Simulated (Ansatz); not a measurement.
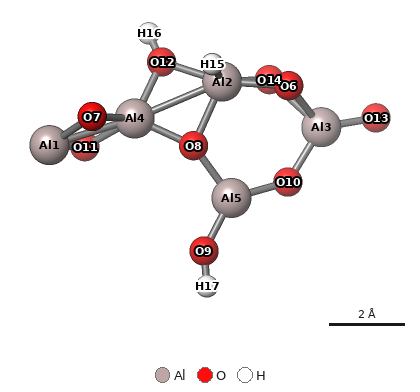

**Figure 1.** The structure as given in the input (ball-and-stick view, seen at a tilt; atoms are numbered from 1 in the order of the input). Sticks mark near contacts.

## Geometry relaxation of Al5H3O9 (part 1 of 2)

The run: geometry relaxation of Al5H3O9. Method and program: RKS r2SCAN-D4/def2-SVP (Ansatz 0.2.0).

The geometry: GFN2-xTB start. Figures and captions count atoms from 1; the log counts them from 0 in places.

What the program printed
```
Functional definition: r2SCAN
  name "r2SCAN"
  cite "Furness, Kaplan, Ning, Perdew & Sun, J. Phys. Chem. Lett. 11, 8208 (2020) doi:10.1021/acs.jpclett.0c02405"
  cite "Furness, Kaplan, Ning, Perdew & Sun, J. Phys. Chem. Lett. 11, 9248 (2020) doi:10.1021/acs.jpclett.0c03077"
  parent r2scan
  parameter k0 = 0.174
  parameter k1 = 0.065
  parameter a1 = 4.9479
  exchange = r2scan_x(k0 = k0, k1 = k1, a1 = a1)
  correlation = r2scan_c
these checks for a lower state are left out or cut short: stability, starts, cluster_reference, orbital_swaps, neighbouring_geometries, increment
2426 factors; their error is unknown
mean field evaluation 1: about -51386.5787 eV, gradient 1.5e2 eV
mean field evaluation 2: about -50836.8073 eV, gradient 3.4e2 eV
mean field evaluation 4: about -51413.9665 eV, gradient 8.3e1 eV
mean field evaluation 8: about -51429.0620 eV, gradient 2.6e1 eV
mean field evaluation 16: about -51432.5929 eV, gradient 3.0e0 eV
mean field -51432.50700079 eV, -1890.1097700737 hartree, gradient 3.0e-6 eV, S^2 0.000000; 0 other end points of the search recorded, 0 dependent functions left out
the calculation of the forces begins
reference -51432.50702137 eV, -1890.1097708301 hartree; 70, 70 occupied and 161, 161 virtual orbitals, 2426 factors
relax step   1: F+E_penalty+E_count = -51432.69658924 eV  Δ(F+E_penalty+E_count) = +0.000e0 eV  max|allowed force component| = 2.606e0 eV/Å  Δτ_max = 0.0000 Å  (74 SCF iters, accepted)
these checks for a lower state are left out or cut short: stability, starts, cluster_reference, orbital_swaps, neighbouring_geometries, increment
2426 factors; their error is unknown
mean field evaluation 32: about -51433.0084 eV, gradient 2.2e-1 eV
mean field -51433.00879737 eV, -1890.1282107578 hartree, gradient 1.0e-6 eV, S^2 0.000000; 0 other end points of the search recorded, 0 dependent functions left out
[... from here on the field's lines of each further geometry are left out, up to the last ...]
relax step   2: F+E_penalty+E_count = -51433.19692741 eV  Δ(F+E_penalty+E_count) = -5.003e-1 eV  max|allowed force component| = 1.407e0 eV/Å  Δτ_max = 0.1716 Å  (33 SCF iters, accepted)
relax step   3: F+E_penalty+E_count = -51433.46390735 eV  Δ(F+E_penalty+E_count) = -2.670e-1 eV  max|allowed force component| = 3.556e-1 eV/Å  Δτ_max = 0.1933 Å  (34 SCF iters, accepted)
relax step   4: F+E_penalty+E_count = -51433.53356458 eV  Δ(F+E_penalty+E_count) = -6.966e-2 eV  max|allowed force component| = 4.164e-1 eV/Å  Δτ_max = 0.1480 Å  (33 SCF iters, accepted)
relax step   5: F+E_penalty+E_count = -51433.60451649 eV  Δ(F+E_penalty+E_count) = -7.095e-2 eV  max|allowed force component| = 4.802e-1 eV/Å  Δτ_max = 0.1941 Å  (34 SCF iters, accepted)
relax step   6: F+E_penalty+E_count = -51433.67370015 eV  Δ(F+E_penalty+E_count) = -6.918e-2 eV  max|allowed force component| = 5.040e-1 eV/Å  Δτ_max = 0.1938 Å  (33 SCF iters, accepted)
relax step   7: F+E_penalty+E_count = -51433.73661013 eV  Δ(F+E_penalty+E_count) = -6.291e-2 eV  max|allowed force component| = 5.429e-1 eV/Å  Δτ_max = 0.1915 Å  (34 SCF iters, accepted)
relax step   8: F+E_penalty+E_count = -51433.80929427 eV  Δ(F+E_penalty+E_count) = -7.268e-2 eV  max|allowed force component| = 4.424e-1 eV/Å  Δτ_max = 0.2000 Å  (32 SCF iters, accepted)
relax step   9: F+E_penalty+E_count = -51433.89933270 eV  Δ(F+E_penalty+E_count) = -9.004e-2 eV  max|allowed force component| = 3.913e-1 eV/Å  Δτ_max = 0.1921 Å  (32 SCF iters, accepted)
relax step  10: F+E_penalty+E_count = -51434.04327763 eV  Δ(F+E_penalty+E_count) = -1.439e-1 eV  max|allowed force component| = 4.686e-1 eV/Å  Δτ_max = 0.1948 Å  (32 SCF iters, accepted)
relax step  11: F+E_penalty+E_count = -51434.32242466 eV  Δ(F+E_penalty+E_count) = -2.791e-1 eV  max|allowed force component| = 8.598e-1 eV/Å  Δτ_max = 0.1948 Å  (32 SCF iters, accepted)
relax step  12: F+E_penalty+E_count = -51434.74317737 eV  Δ(F+E_penalty+E_count) = -4.208e-1 eV  max|allowed force component| = 8.651e-1 eV/Å  Δτ_max = 0.1990 Å  (39 SCF iters, accepted)
relax step  13: F+E_penalty+E_count = -51434.97031412 eV  Δ(F+E_penalty+E_count) = -2.271e-1 eV  max|allowed force component| = 3.939e-1 eV/Å  Δτ_max = 0.1949 Å  (32 SCF iters, accepted)
relax step  14: F+E_penalty+E_count = -51435.18156658 eV  Δ(F+E_penalty+E_count) = -2.113e-1 eV  max|allowed force component| = 7.937e-1 eV/Å  Δτ_max = 0.1952 Å  (33 SCF iters, accepted)
relax step  15: F+E_penalty+E_count = -51435.56016970 eV  Δ(F+E_penalty+E_count) = -3.786e-1 eV  max|allowed force component| = 8.297e-1 eV/Å  Δτ_max = 0.1972 Å  (33 SCF iters, accepted)
relax step  16: F+E_penalty+E_count = -51435.96397440 eV  Δ(F+E_penalty+E_count) = -4.038e-1 eV  max|allowed force component| = 1.334e0 eV/Å  Δτ_max = 0.1999 Å  (35 SCF iters, accepted)
relax step  17: F+E_penalty+E_count = -51436.00280465 eV  Δ(F+E_penalty+E_count) = -3.883e-2 eV  max|allowed force component| = 2.506e0 eV/Å  Δτ_max = 0.1945 Å  (37 SCF iters, accepted)
relax step  18: F+E_penalty+E_count = -51436.10476024 eV  Δ(F+E_penalty+E_count) = -1.020e-1 eV  max|allowed force component| = 4.241e-1 eV/Å  Δτ_max = 0.2000 Å  (32 SCF iters, accepted)
relax step  19: F+E_penalty+E_count = -51436.13032708 eV  Δ(F+E_penalty+E_count) = -2.557e-2 eV  max|allowed force component| = 3.462e-1 eV/Å  Δτ_max = 0.0738 Å  (28 SCF iters, accepted)
relax step  20: F+E_penalty+E_count = -51436.14262756 eV  Δ(F+E_penalty+E_count) = -1.230e-2 eV  max|allowed force component| = 1.316e-1 eV/Å  Δτ_max = 0.1075 Å  (27 SCF iters, accepted)
relax step  21: F+E_penalty+E_count = -51436.13178987 eV  Δ(F+E_penalty+E_count) = +1.084e-2 eV  max|allowed force component| = 2.879e-1 eV/Å  Δτ_max = 0.1252 Å  (32 SCF iters, rejected (line search))
relax step  22: F+E_penalty+E_count = -51436.14307053 eV  Δ(F+E_penalty+E_count) = -4.430e-4 eV  max|allowed force component| = 9.078e-2 eV/Å  Δτ_max = 0.0212 Å  (29 SCF iters, accepted)
the calculation of the forces begins
reference -51435.93902814 eV, -1890.2358947526 hartree; 70, 70 occupied and 161, 161 virtual orbitals, 2426 factors
relax step  23: F+E_penalty+E_count = -51436.14381051 eV  Δ(F+E_penalty+E_count) = -7.400e-4 eV  max|allowed force component| = 2.733e-1 eV/Å  Δτ_max = 0.0579 Å  (27 SCF iters, accepted)
these checks for a lower state are left out or cut short: stability, starts, cluster_reference, orbital_swaps, neighbouring_geometries, increment
2426 factors; their error is unknown
mean field evaluation 224: about -51435.9409 eV, gradient 1.1e-1 eV
mean field -51435.94090069 eV, -1890.2359635672 hartree, gradient 2.4e-6 eV, S^2 0.000000; 0 other end points of the search recorded, 0 dependent functions left out
the calculation of the forces begins
reference -51435.94092051 eV, -1890.2359642957 hartree; 70, 70 occupied and 161, 161 virtual orbitals, 2426 factors
relax step  24: F+E_penalty+E_count = -51436.14564114 eV  Δ(F+E_penalty+E_count) = -1.831e-3 eV  max|allowed force component| = 1.492e-2 eV/Å  Δτ_max = 0.0081 Å  (31 SCF iters, accepted)
```

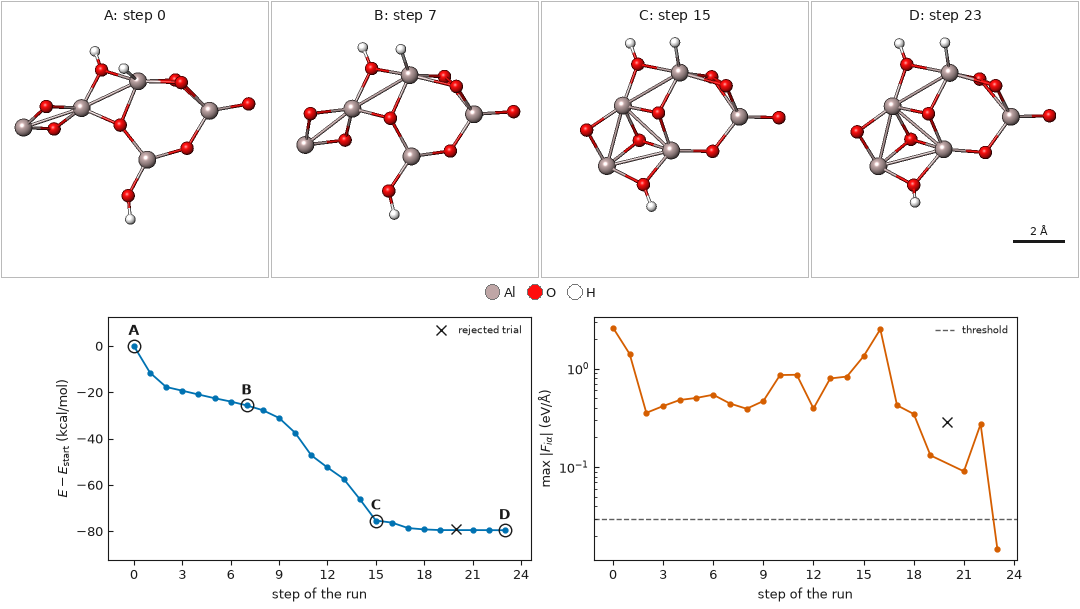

**Figure 2.** Frames of the relaxation (ball-and-stick view, seen on its broad side) above the curves, on which the letters mark them (the first geometry is step 0 here and step 1 in the log).

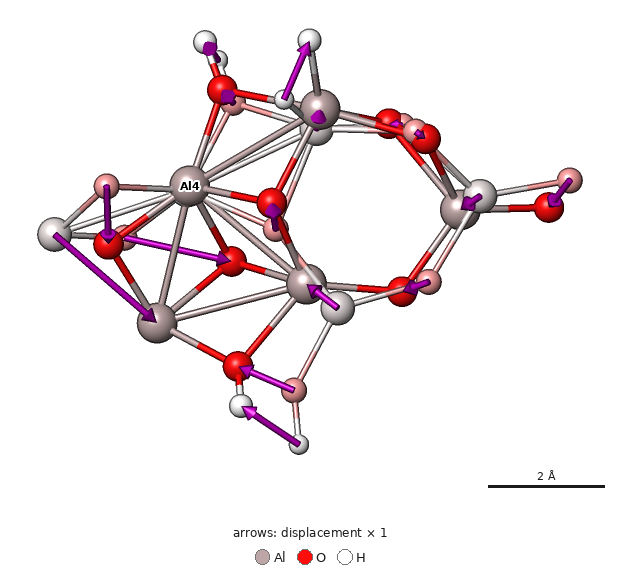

**Figure 3.** Start (faint) and end (solid) with the displacements as pink arrows, at true length (ball-and-stick view, seen on its broad side). The two geometries are laid on each other by the best rigid fit. Over 23 geometry steps the energy falls by 79.5 kcal/mol. The largest force component goes from 2.6 to 0.015 eV/Å. The line search rejected the trial step at point 20 (counted from 0) and went back. The largest move after the best rigid fit is that of Al1, 2.37 Å. By element the largest moves are Al 2.37 Å, O 1.90 Å, H 1.27 Å. Among the contacts that change: Al1–O9 5.005 → 1.857 Å, Al5–O11 4.235 → 1.838 Å, Al1–Al5 5.088 → 2.726 Å, Al4–Al5 3.345 → 2.643 Å. New bonds form: Al1–Al5 (5.09 → 2.73 Å), Al1–O9 (5.01 → 1.86 Å), Al5–O11 (4.24 → 1.84 Å). Among the angles that change: Al4–O8–Al5 148.4° → 93.0°, Al2–Al4–O11 150.0° → 103.3°, Al1–Al4–O8 135.6° → 97.3°. (Atoms are counted from 1 in the order of the input.)

```
Total energy: -51436.14566096 eV, -1890.2434883686 hartree
Atom 0 at    -1.055354     0.901092     2.864411 Å, force     0.008703    -0.007961     0.005709 eV/Å
Atom 1 at     1.340140     0.354641    -1.327183 Å, force    -0.005693     0.002510    -0.003124 eV/Å
Atom 2 at    -0.791665    -2.002527    -1.920045 Å, force    -0.004945     0.007755    -0.007203 eV/Å
Atom 3 at     0.218196     1.651301     0.872885 Å, force    -0.003297    -0.002207    -0.003438 eV/Å
Atom 4 at    -0.620557    -0.854562     0.825533 Å, force     0.010264     0.007274     0.011207 eV/Å
Atom 5 at     0.936890    -1.313614    -2.130503 Å, force    -0.003219    -0.000537     0.003705 eV/Å
Atom 6 at     0.227899     2.049690     2.578242 Å, force     0.000043    -0.000905     0.001961 eV/Å
Atom 7 at     0.919129     0.031854     0.420968 Å, force    -0.003267    -0.004582    -0.001355 eV/Å
Atom 8 at    -0.657479    -0.907242     2.723255 Å, force    -0.006155     0.007353    -0.014919 eV/Å
Atom 9 at    -1.097143    -2.085941    -0.203469 Å, force     0.002487    -0.003941     0.003351 eV/Å
Atom 10 at    -1.427751     0.773866     1.097741 Å, force    -0.002434    -0.003632    -0.003948 eV/Å
Atom 11 at     0.657857     2.211197    -0.733848 Å, force     0.000903    -0.011412     0.006599 eV/Å
Atom 12 at    -1.580204    -2.895171    -3.092277 Å, force     0.002554    -0.002103     0.002429 eV/Å
Atom 13 at    -0.175109    -0.190669    -2.237024 Å, force     0.006472    -0.000398     0.001971 eV/Å
Atom 14 at     2.750095     0.808439    -1.848168 Å, force     0.000826    -0.002031     0.002231 eV/Å
Atom 15 at     0.671367     3.034950    -1.231781 Å, force    -0.002213     0.007259    -0.002236 eV/Å
Atom 16 at    -0.316300    -1.567314     3.341273 Å, force    -0.001030     0.007558    -0.002940 eV/Å
Dipole moment:     0.224425     1.325179     2.068330 e Å
Checks for a lower state left out: stability, starts, cluster_reference, orbital_swaps, neighbouring_geometries, increment
```
